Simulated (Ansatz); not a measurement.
## Ag2H2Pd: relaxing a made-up structure

This structure for Ag2H2Pd is made up. Its elements were placed in a known structure type with a cell scaled to their sizes. What cell does the guess relax to, and how far off was it?

Program: Ansatz 0.2.0. Level of theory: DFT, PBEsol, plane-wave PAW, files of the set soft_1, scalar-relativistic, no spin, cell and ions relaxed at zero pressure; PAW set soft_1, in the first sound run; inputs show where later runs differ. Results are calculated unless marked as measured.

## (1) The structure

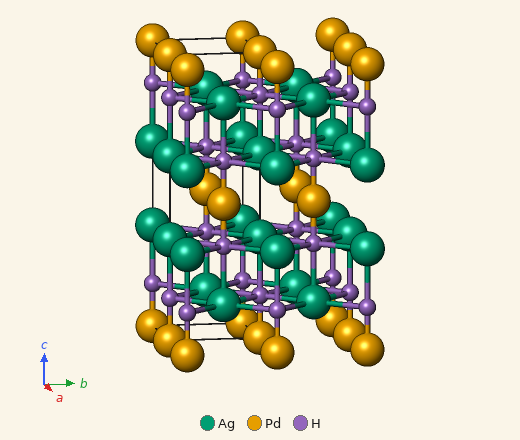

The starting structure, seen slightly off an axis (silver teal, palladium orange, hydrogen purple). 2×2×1 cells are drawn. This picture shows the conventional cell, with its axes. Some periodic images of atoms are drawn too.

## (2) Relaxation of the guess

The guess takes its coordinates from another compound and its volume from a rule, so the cell and any free coordinates are relaxed together.

Contents of input.yaml:

```yaml
crystal:
  lattice:
    - [-1.5565, 1.5565, 4.9135]
    - [1.5565, -1.5565, 4.9135]
    - [1.5565, 1.5565, -4.9135]
  atoms:
    - { symbol: Ag, position: [0.3533, 0.3533, 0.0] }
    - { symbol: Ag, position: [0.6467, 0.6467, 0.0] }
    - { symbol: Pd, position: [0.0, 0.0, 0.0] }
    - { symbol: H, position: [0.1486, 0.1486, 0.0] }
    - { symbol: H, position: [0.8514, 0.8514, 0.0] }
kpoints:
  mp_grid: { grid: [12, 12, 12] }
scf:
  occupations: { method: fermi_dirac, width: 0.05 }
hamiltonian:
  xc: pbesol
  pseudopotentials: { kind: paw, azcp: { folder: soft_1 }, xc_functional: pbe }
relax:
  f_tol: 0.015
  max_steps: 70
  cell: {}
output:
  forces: true
  stress: true
```

Launch:

```
> ansatz run input.yaml --threads 4 --pin off --max-ram 8192MiB --backend cpu --events-out ev --progress --plain --runs-dir out
```

Numbers of over 12 decimals in the logs are rounded to 6 here.

The log of the run:

```text
basis.fft_grid_basis auto: the FFT boxes are laid along the combinations [[1, 0, 1], [0, 1, 1], [0, 0, 1]] of the cell's own vectors, 3.113, 3.113 and 5.384 Å long. The dense box has 24×24×36 points. Along the cell's own vectors, as sized, it would have 36×36×36, 2.25 times as many. Of the 16 symmetry operations that the crystal satisfies within crystal.symmetry.tolerance (time reversal apart; of a slab, those that k [...]
Engine: ansatz 0.2.0, x86_64-unknown-linux-gnu
Pseudopotentials: kind: paw
Pseudopotential: Ag, paw, valence charge 19, recommended cutoff 420 eV (normal), soft_1/Ag.paw.azcp
Pseudopotential: Pd, paw, valence charge 18, recommended cutoff 420 eV (normal), soft_1/Pd.paw.azcp
Pseudopotential: H, paw, valence charge 1, recommended cutoff 420 eV (normal), soft_1/H.paw.azcp
Functional definition: PBEsol
  exchange = pbesol_x
  correlation = pbesol_c
Crystal: 5 atoms, lattice volume = 47.616 Å³
Basis set: ecut = 420 eV, 925 PW (Γ), FFT grids on a1+a3, a2+a3, a3, exchange–correlation on 48×48×72 points (8 copies of the dense FFT grid, shifted against one another)
Bands: 35, of which v1, the nominal top of the filled ones, is band 29 counted from 1 (28 counted from 0)
Symmetry: 16 space group operations
Space group: I4/mmm (ITA 139), of the structure as read, at distance tolerance 3.6e-5 Å
k-points: 163 of 1728
Non-local potential: Ag, projectors of the file, l = 0: 3, l = 1: 2, l = 2: 2, l = 3: 1
Non-local potential: Pd, projectors of the file, l = 0: 2, l = 1: 2, l = 2: 2, l = 3: 1
Non-local potential: H, projectors of the file, l = 0: 2, l = 1: 1
PAW form: soft (Blöchl's): semilocal exchange-correlation on the pseudo side does not see the compensation charge
PAW frozen core: Ag, regenerated for the run's functional, and the local potential with it (the file was generated under x = pbe(κ = 0.804, μ = 0.219515), c = pbe(β = 0.066725))
PAW frozen core: Pd, regenerated for the run's functional, and the local potential with it (the file was generated under x = pbe(κ = 0.804, μ = 0.219515), c = pbe(β = 0.066725))
PAW one-centre angular grid: Ag, 590 points (default); XC on 64 Gauss nodes
PAW one-centre angular grid: Pd, 590 points (default); XC on 64 Gauss nodes
PAW one-centre angular grid: H, 110 points (default); XC on 64 Gauss nodes
Initial density: superposition of atomic densities (chi_scale 0.1, normalization cell, long waves kept (reshape's long-wave potential 0.00 eV rms))
Initial wavefunctions: pseudopotential atomic-orbital guess
Functional: x = pbesol(κ = 0.804, μ = 0.123457), c = pbesol(β = 0.046)
SCF iter   1: F=—  HF=-21985.306609 eV  |F-HF|=—  |Δ(HF+E_count)|=         —  Δρ=1.99e-1  dr2=2.57e1  ethr=3.10e-3  ⟨swp⟩=5.2  Hψ=19605  notcnv=0  defer=25
preconditioner: auto → Kerker (q_TF=auto, 2.819 Å⁻¹)  [metal: Δε(μ)=0.041 eV  Ē_g=10.863 eV  σ=0.050 eV  W_gap=0.20  n_scr=20 (ndim 8)  ℏωp=31.4 eV  f_vac=0.000  D(μ)=0.93/eV (n_scr^D=2)]
SCF iter   2: F=—  HF=-21982.054820 eV  |F-HF|=—  |Δ(HF+E_count)|=    3.25e0  Δρ=9.46e-2  dr2=6.47e0  ethr=3.10e-3  ⟨swp⟩=2.1  Hψ=11139  notcnv=0  defer=178
SCF iter   3: F=—  HF=-21980.915968 eV  |F-HF|=—  |Δ(HF+E_count)|=    1.14e0  Δρ=1.78e-2  dr2=3.57e-1  ethr=3.10e-3  ⟨swp⟩=2.2  Hψ=9512  notcnv=0  defer=185
SCF iter   4: F=—  HF=-21980.847312 eV  |F-HF|=—  |Δ(HF+E_count)|=   6.87e-2  Δρ=4.68e-3  dr2=3.54e-2  ethr=6.16e-4  ⟨swp⟩=2.0  Hψ=7742  notcnv=0  defer=189
SCF iter   5: F=—  HF=-21980.839345 eV  |F-HF|=—  |Δ(HF+E_count)|=   7.97e-3  Δρ=1.38e-3  dr2=2.09e-3  ethr=6.10e-5  ⟨swp⟩=2.5  Hψ=8616  notcnv=0  defer=189
SCF iter   6: F=—  HF=-21980.838807 eV  |F-HF|=—  |Δ(HF+E_count)|=   5.38e-4  Δρ=3.93e-4  dr2=9.06e-5  ethr=3.61e-6  ⟨swp⟩=2.2  Hψ=8163  notcnv=0  defer=189
SCF iter   7: F=—  HF=-21980.838779 eV  |F-HF|=—  |Δ(HF+E_count)|=   2.82e-5  Δρ=1.22e-4  dr2=6.11e-6  ethr=1.56e-7  ⟨swp⟩=2.1  Hψ=7833  notcnv=0  defer=189
SCF iter   8: F=—  HF=-21980.838778 eV  |F-HF|=—  |Δ(HF+E_count)|=   1.26e-6  Δρ=4.26e-5  dr2=5.51e-7  ethr=1.05e-8  ⟨swp⟩=2.0  Hψ=9743  notcnv=0  defer=189
SCF iter   9: F=-21980.838778 eV  HF=-21980.838778 eV  |F-HF|=1.54e-9  |Δ(HF+E_count)|=   5.69e-8  Δρ=6.83e-6  dr2=1.48e-8  ethr=1.72e-10  ⟨swp⟩=4.0  Hψ=18331  notcnv=0
SCF 1 converged in 9 iterations: F = -21980.838778 eV  dr2 = 1.48e-8
  greatest PAW one-centre occupation: 1.001 electrons in one spin orbital (limit 2), on the Ag atom at site 1 (counted from 0), in its partial waves of l = 0
relax step   1: F+E_penalty+E_count = -21980.83877788 eV  Δ(F+E_penalty+E_count) = +0.000e0 eV  max|allowed force component| = 3.569e0 eV/Å  Δτ_max = 0.0000 Å  P = +39.742 GPa  Ω = 47.616 Å³  (9 SCF iters, dr2 threshold 1.00e-7 eV, accepted)
Crystal: 5 atoms, lattice volume = 54.084 Å³
Basis set: ecut = 420 eV, 1045 PW (Γ), FFT grids on a1+a3, a2+a3, a3, exchange–correlation on 48×48×72 points (8 copies of the dense FFT grid, shifted against one another)
Initial density: handed on by an earlier stage of this run
Initial wavefunctions: those handed on with the density
iter 1 solved again at ethr=2.70e-4 eV; its pass at ethr=3.10e-3 eV (dr2=1.57e-1 eV) is discarded
SCF iter   1: F=—  HF=-21982.118698 eV  |F-HF|=—  |Δ(HF+E_count)|=         —  Δρ=1.66e-2  dr2=1.61e-1  ethr=2.70e-4  ⟨swp⟩=1.7  Hψ=26282  notcnv=0
preconditioner: auto → Kerker (q_TF=auto, 2.760 Å⁻¹)  [metal: Δε(μ)=0.042 eV  Ē_g=10.233 eV  σ=0.050 eV  W_gap=0.20  n_scr=24 (ndim 8)  ℏωp=29.4 eV  f_vac=0.000  D(μ)=1.02/eV (n_scr^D=2)]
SCF iter   2: F=—  HF=-21982.085351 eV  |F-HF|=—  |Δ(HF+E_count)|=   3.33e-2  Δρ=8.03e-3  dr2=2.70e-2  ethr=2.70e-4  ⟨swp⟩=2.5  Hψ=8361  notcnv=0
SCF iter   3: F=—  HF=-21982.079210 eV  |F-HF|=—  |Δ(HF+E_count)|=   6.14e-3  Δρ=2.75e-3  dr2=3.87e-3  ethr=4.66e-5  ⟨swp⟩=2.3  Hψ=9287  notcnv=0
SCF iter   4: F=—  HF=-21982.078574 eV  |F-HF|=—  |Δ(HF+E_count)|=   6.36e-4  Δρ=7.32e-4  dr2=2.02e-4  ethr=6.67e-6  ⟨swp⟩=1.5  Hψ=7532  notcnv=0
SCF iter   5: F=—  HF=-21982.078571 eV  |F-HF|=—  |Δ(HF+E_count)|=   2.73e-6  Δρ=2.96e-4  dr2=2.61e-5  ethr=3.49e-7  ⟨swp⟩=2.1  Hψ=8134  notcnv=0
SCF iter   6: F=—  HF=-21982.078573 eV  |F-HF|=—  |Δ(HF+E_count)|=   2.26e-6  Δρ=5.65e-5  dr2=2.72e-6  ethr=4.50e-8  ⟨swp⟩=2.0  Hψ=9526  notcnv=0
SCF iter   7: F=-21982.078573 eV  HF=-21982.078573 eV  |F-HF|=9.36e-8  |Δ(HF+E_count)|=   2.63e-7  Δρ=1.23e-5  dr2=1.56e-7  ethr=8.62e-10  ⟨swp⟩=4.0  Hψ=18241  notcnv=0
SCF 2 converged in 7 iterations: F = -21982.078573 eV  dr2 = 1.56e-7
[...]
SCF iter   1: F=—  HF=-21982.216968 eV  |F-HF|=—  |Δ(HF+E_count)|=         —  Δρ=5.41e-3  dr2=1.12e-2  ethr=1.91e-5  ⟨swp⟩=1.5  Hψ=26036  notcnv=0
preconditioner: auto → Kerker (q_TF=auto, 2.756 Å⁻¹)  [metal: Δε(μ)=0.024 eV  Ē_g=10.029 eV  σ=0.050 eV  W_gap=0.12  n_scr=20 (ndim 8)  ℏωp=29.3 eV  f_vac=0.000  D(μ)=0.94/eV (n_scr^D=2)]
SCF iter   2: F=—  HF=-21982.215176 eV  |F-HF|=—  |Δ(HF+E_count)|=   1.79e-3  Δρ=2.54e-3  dr2=1.95e-3  ethr=1.91e-5  ⟨swp⟩=1.9  Hψ=6342  notcnv=0
SCF iter   3: F=—  HF=-21982.214854 eV  |F-HF|=—  |Δ(HF+E_count)|=   3.22e-4  Δρ=1.14e-3  dr2=4.78e-4  ethr=3.36e-6  ⟨swp⟩=1.1  Hψ=5714  notcnv=0
SCF iter   4: F=—  HF=-21982.214725 eV  |F-HF|=—  |Δ(HF+E_count)|=   1.28e-4  Δρ=1.67e-4  dr2=3.50e-5  ethr=8.24e-7  ⟨swp⟩=2.0  Hψ=7701  notcnv=0
SCF iter   5: F=—  HF=-21982.214720 eV  |F-HF|=—  |Δ(HF+E_count)|=   5.63e-6  Δρ=3.69e-5  dr2=1.55e-6  ethr=6.04e-8  ⟨swp⟩=2.1  Hψ=7955  notcnv=0
SCF iter   6: F=-21982.214719 eV  HF=-21982.214719 eV  |F-HF|=1.25e-7  |Δ(HF+E_count)|=   3.29e-7  Δρ=1.17e-5  dr2=1.63e-7  ethr=8.62e-10  ⟨swp⟩=4.0  Hψ=17876  notcnv=0
SCF 3 converged in 6 iterations: F = -21982.214719 eV  dr2 = 1.63e-7
relax step   3: F+E_penalty+E_count = -21982.21471935 eV  Δ(F+E_penalty+E_count) = -1.361e-1 eV  max|allowed force component| = 3.985e-1 eV/Å  Δτ_max = 0.0405 Å  P = +2.531 GPa  Ω = 54.640 Å³  energy of the carried Pulay correction = -7.237e-3 eV  (6 SCF iters, dr2 threshold 5.00e-7 eV, accepted)
[... from here on, the SCF cycles and remarks between the steps are left out ...]
relax step   4: F+E_penalty+E_count = -21982.24290413 eV  Δ(F+E_penalty+E_count) = -2.818e-2 eV  max|allowed force component| = 6.098e-2 eV/Å  Δτ_max = 0.0026 Å  P = -0.269 GPa  Ω = 55.220 Å³  energy of the carried Pulay correction = -7.792e-3 eV  (7 SCF iters, dr2 threshold 5.00e-7 eV, accepted)
relax step   5: F+E_penalty+E_count = -21982.24426487 eV  Δ(F+E_penalty+E_count) = -1.361e-3 eV  max|allowed force component| = 1.076e-2 eV/Å  Δτ_max = 0.0042 Å  P = -0.010 GPa  Ω = 54.997 Å³  energy of the carried Pulay correction = -7.579e-3 eV  (5 SCF iters, dr2 threshold 5.00e-7 eV, accepted)
relax step   6: F+E_penalty+E_count = -21982.24448692 eV  Δ(F+E_penalty+E_count) = -2.220e-4 eV  max|allowed force component| = 7.695e-3 eV/Å  Δτ_max = 0.0026 Å  P = +0.003 GPa  Ω = 54.935 Å³  energy of the carried Pulay correction = -7.520e-3 eV  (5 SCF iters, dr2 threshold 6.69e-8 eV, accepted)
relax step   7: F+E_penalty+E_count = -21982.24453697 eV  Δ(F+E_penalty+E_count) = -5.004e-5 eV  max|allowed force component| = 6.145e-3 eV/Å  Δτ_max = 0.0016 Å  P = -0.010 GPa  Ω = 54.920 Å³  energy of the carried Pulay correction = -7.506e-3 eV  (8 SCF iters, accepted)
relax step   8: F+E_penalty+E_count = -21982.25261194 eV  Δ(F+E_penalty+E_count) = -8.075e-3 eV  max|allowed force component| = 5.132e-3 eV/Å  Δτ_max = 0.0000 Å  P = +0.090 GPa  Ω = 54.920 Å³  stress off target by 3.27e-1 GPa  SCF on the basis re-selected at this cell (its energy is not comparable with the rows above)  (7 SCF iters)
relax step   9: F+E_penalty+E_count = -21982.25320607 eV  Δ(F+E_penalty+E_count) = -5.941e-4 eV  max|allowed force component| = 1.975e-3 eV/Å  Δτ_max = 0.0087 Å  P = +0.044 GPa  Ω = 54.845 Å³  energy of the carried Pulay correction = +2.623e-5 eV  (6 SCF iters, dr2 threshold 2.68e-7 eV, accepted)
relax step  10: F+E_penalty+E_count = -21982.25329242 eV  Δ(F+E_penalty+E_count) = -8.635e-5 eV  max|allowed force component| = 5.980e-4 eV/Å  Δτ_max = 0.0029 Å  P = +0.003 GPa  Ω = 54.822 Å³  energy of the carried Pulay correction = +3.216e-5 eV  (6 SCF iters, dr2 threshold 3.69e-8 eV, accepted)
relax step  11: F+E_penalty+E_count = -21982.25342289 eV  Δ(F+E_penalty+E_count) = -1.305e-4 eV  max|allowed force component| = 2.283e-3 eV/Å  Δτ_max = 0.0068 Å  P = +0.012 GPa  Ω = 54.739 Å³  energy of the carried Pulay correction = +6.678e-5 eV  (9 SCF iters, accepted)
iter 1 solved again at ethr=1.99e-8 eV; its pass at ethr=3.10e-3 eV (dr2=1.15e-5 eV) is discarded
SCF iter   1: F=—  HF=-21982.253353 eV  |F-HF|=—  |Δ(HF+E_count)|=         —  Δρ=1.11e-4  dr2=2.33e-7  ethr=1.99e-8  ⟨swp⟩=3.0  Hψ=34660  notcnv=0
preconditioner: auto → Kerker (q_TF=auto, 2.755 Å⁻¹)  [metal: Δε(μ)=0.019 eV  Ē_g=9.962 eV  σ=0.050 eV  W_gap=0.09  n_scr=20 (ndim 8)  ℏωp=29.3 eV  f_vac=0.000  D(μ)=0.99/eV (n_scr^D=2)]
SCF iter   2: F=—  HF=-21982.253359 eV  |F-HF|=—  |Δ(HF+E_count)|=   5.84e-6  Δρ=5.71e-5  dr2=6.36e-8  ethr=4.01e-10  ⟨swp⟩=2.0  Hψ=6323  notcnv=0
SCF iter   3: F=—  HF=-21982.253361 eV  |F-HF|=—  |Δ(HF+E_count)|=   1.28e-6  Δρ=1.64e-6  dr2=6.11e-10  ethr=1.10e-10  ⟨swp⟩=2.0  Hψ=7949  notcnv=0
SCF iter   4: F=—  HF=-21982.253361 eV  |F-HF|=—  |Δ(HF+E_count)|=  5.09e-11  Δρ=6.60e-7  dr2=5.66e-11  ethr=1.00e-12  ⟨swp⟩=4.2  Hψ=18668  notcnv=0
SCF iter   5: F=-21982.253361 eV  HF=-21982.253361 eV  |F-HF|=1.46e-11  |Δ(HF+E_count)|=  1.24e-10  Δρ=1.80e-7  dr2=1.66e-11  ethr=1.00e-12  ⟨swp⟩=4.0  Hψ=17378  notcnv=0
SCF 12 converged in 5 iterations: F = -21982.253361 eV  dr2 = 1.66e-11
relax step  12: F+E_penalty+E_count = -21982.25336057 eV  Δ(F+E_penalty+E_count) = +6.232e-5 eV  max|allowed force component| = 2.134e-3 eV/Å  Δτ_max = 0.0000 Å  P = +0.014 GPa  Ω = 54.739 Å³  stress off target by 1.78e-2 GPa  SCF on the basis re-selected at this cell (its energy is not comparable with the rows above)  (5 SCF iters)
basis re-selected at this cell: Δ(F+E_penalty+E_count) = +6.232e-5 eV, ΔP = +0.002 GPa vs the last step (what re-selecting the basis moved, of the pressure what is left beyond the Pulay correction that the steps carried, after the strain that the cell walked since its last selection, with what the two solves' SCF thresholds leave and, on support functions, any second-order correction that the steps lacked; it is no m [...]
SCF converged after 5 iterations
Free energy (F): -21982.253361 eV
Harris-Foulkes:  -21982.253361 eV  (|F-HF|=1.46e-11)
Internal energy: -21982.245271 eV  (E = F + TS)
E sigma→0 (E₀):  -21982.249316 eV
Entropy (-TS):   -0.008090 eV (-1.618 meV/atom)
Fermi energy:    16.478262 eV
--- Per-component energies (eV) ---
  E_band       = -689.594367
  E_kinetic    = 1410.135430
  E_local      = -6369.625028  (includes V_loc(G=0)·N_el)
  E_nonlocal   = 444.166329
  E_hartree    = 2926.349888
  E_xc         = -471.339570
  E_vxc        = -599.422025  (∫ρ·V_xc dr)
  E_paw        = -11522.291142  (= ΣΔE_a)
  E_vpaw       = -1427.548299  (= ΣTr[D̂ρ^β])
  E_aug_tail   = -0.000635  (compensation charges beyond the density's cutoff)
  E_ewald      = -8400.588546
  E_core_change = 0.948005  (= ΣΔE_core)
  E_smearing   = -0.008090  (= −TS)
  E_closure    = -0.000000  (closes the sum)
  Σ components = -21982.253361   (vs F -21982.253361, Δ=0.00e0)
--- Forces (eV/Å), atoms counted from 1 ---
  atom   1  Ag     0.00000000     0.00000000     0.00213386
  atom   2  Ag     0.00000000    -0.00000000    -0.00213386
  atom   3  Pd    -0.00000000     0.00000000     0.00000000
  atom   4  H     -0.00000000     0.00000000    -0.00206533
  atom   5  H     -0.00000000     0.00000000     0.00206533
  max |Σ_I F_I| component: 1.52e-18 eV/Å
--- Stress (GPa, compression-positive) ---
        0.017781      -0.000000       0.000000
       -0.000000       0.017781      -0.000000
       -0.000000       0.000000       0.006966
  P = ⅓ Tr σ = 0.0142 GPa (0.142 kbar)
--- Relaxed structure (10 steps of the walk, 10 accepted, 2 SCFs on fresh bases) ---
  F+E_penalty+E_count = -21982.25336057 eV   max|allowed force component| = 2.134e-3 eV/Å   (the final SCF, on the basis selected at the relaxed cell)
  cell:  # Å, volume = 54.7393 Å³
    - [-1.574308, 1.574308, 5.521530]
    - [1.574308, -1.574308, 5.521530]
    - [1.574308, 1.574308, -5.521530]
  atoms:
    - { symbol: Ag, position: [0.340616, 0.340616, 0] }
    - { symbol: Ag, position: [0.659384, 0.659384, 0] }
    - { symbol: Pd, position: [-2.427235961603863e-19, -2.427235961603833e-19, 0] }
    - { symbol: H, position: [0.154808, 0.154808, 0] }
    - { symbol: H, position: [0.845192, 0.845192, 0] }
```

The job ended after 28 s (4 threads of Intel Xeon Platinum 8488C (Sapphire Rapids), shared host; peak memory 0.66 GiB; 1.7 min of CPU time).

Step by step:

```
step  energy less that of the first step (eV)  largest force component (eV/Å)  pressure (GPa)  volume (Å³)
   1                                   0.0000                          3.5689           39.74        47.62
   2                                  -1.2398                          1.2529            6.70        54.08
   3                                  -1.3759                          0.3985            2.53        54.64
   4                                  -1.4041                          0.0610           -0.27        55.22
   5                                  -1.4055                          0.0108           -0.01        55.00
   6                                  -1.4057                          0.0077            0.00        54.93
   7                                  -1.4058                          0.0061           -0.01        54.92
  8*                                  -1.4138                          0.0051            0.09        54.92
   9                                  -1.4144                          0.0020            0.04        54.84
  10                                  -1.4145                          0.0006            0.00        54.82
  11                                  -1.4146                          0.0023            0.01        54.74
 12*                                  -1.4146                          0.0021            0.01        54.74
```

Relaxation steps marked * repeat the geometry before them on a plane-wave basis chosen anew for their cell, so energy and pressure can jump there.

Forces are held to the 16 operations that the run works with; a distortion that breaks them can't arise in this run.

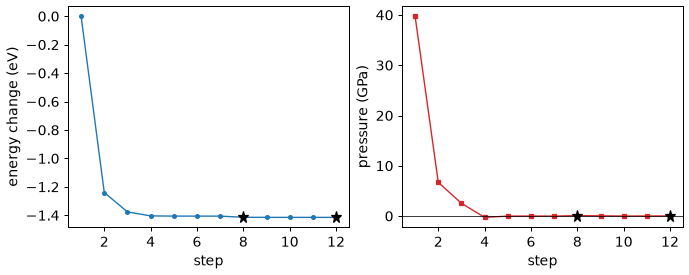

Energy and pressure along the relaxation. Stars mark steps on a basis chosen anew.

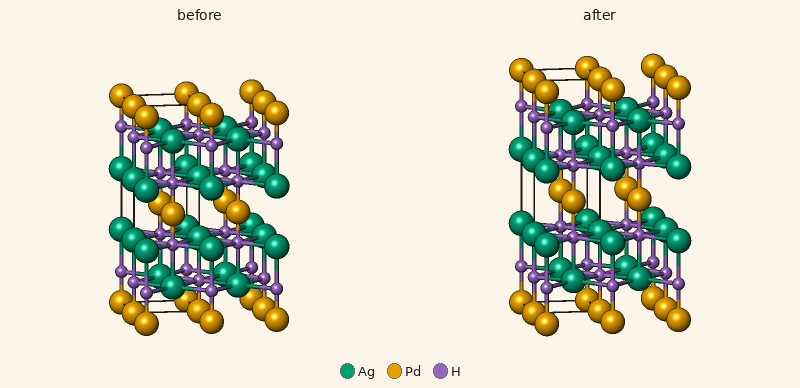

The structure before and after the relaxation, drawn at the same scale.

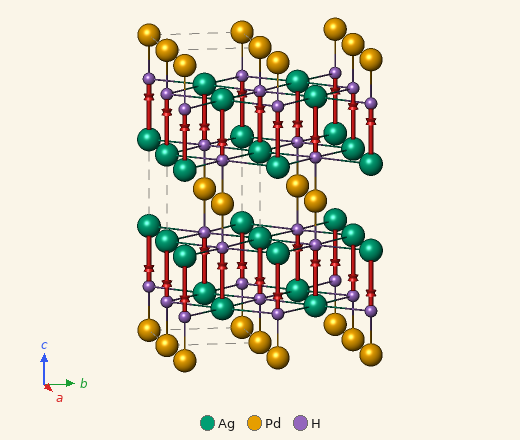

Displacements in the relaxation, exaggerated, measured against the changing cell; the longest in the cell stands for 0.14 Å. 2×2×1 conventional cells are drawn. Some periodic images of atoms are drawn too.

```
     cell as run  before   after   change
           a (Å)   5.384   5.954  +10.6 %
           b (Å)   5.384   5.954  +10.6 %
           c (Å)   5.384   5.954  +10.6 %
           α (°)  146.39  149.33   +2.0 %
           β (°)  146.39  149.33   +2.0 %
           γ (°)   48.26   43.92   -9.0 %
volume (Å³/atom)    9.52   10.95  +15.0 %
```

The atoms that moved most (Å, as changes of fractional coordinates times the final cell):

```csv
atom,dx,dy,dz,length
Ag2,0.000,0.000,0.140,0.140
Ag1,0.000,0.000,-0.140,0.140
H4,0.000,0.000,0.069,0.069
H5,0.000,0.000,-0.069,0.069
```

Final coordinates:

```xyz
5
Lattice="-1.5743 1.5743 5.5215 1.5743 -1.5743 5.5215 1.5743 1.5743 -5.5215" Properties=species:S:1:pos:R:3 pbc="T T T"
Ag    0.0000    0.0000    3.7614
Ag    0.0000    0.0000    7.2816
Pd    0.0000    0.0000    0.0000
H     0.0000    0.0000    1.7096
H     0.0000    0.0000    9.3335
```

Numbers from this step:

```
free energy             : -21982.2534 eV
energy at zero smearing : -21982.2493 eV
smearing term TS        : 0.008090 eV
Fermi energy            : 16.48 eV
electrons               : 58
symmetry operations     : 16
pressure                : 0.01418 GPa
```

The shortest distance of each pair, which need not be the same contact before and after:

| pair | guess (Å) | relaxed (Å) |
| --- | --- | --- |
| H–Pd | 1.460 | 1.710 |
| Ag–H | 2.012 | 2.052 |
| Ag–Pd | 2.631 | 2.838 |
| Ag–Ag | 2.883 | 2.994 |
| H–H | 2.921 | 3.062 |

The relaxation ends with a largest force component of 0.0021 eV/Å and a pressure of 0.01 GPa.

(Continued in part 2 of 2.)

[Logs are printed without paths, hosts, clocks, repeated set-up lines and the standing remarks that a program may print on its own settings, such as how far it seeks lower states.]

[Hosts, paths, dates, database ids (printed as entryN), source tags and the programs' standing remarks are cut or masked in the printed files.]
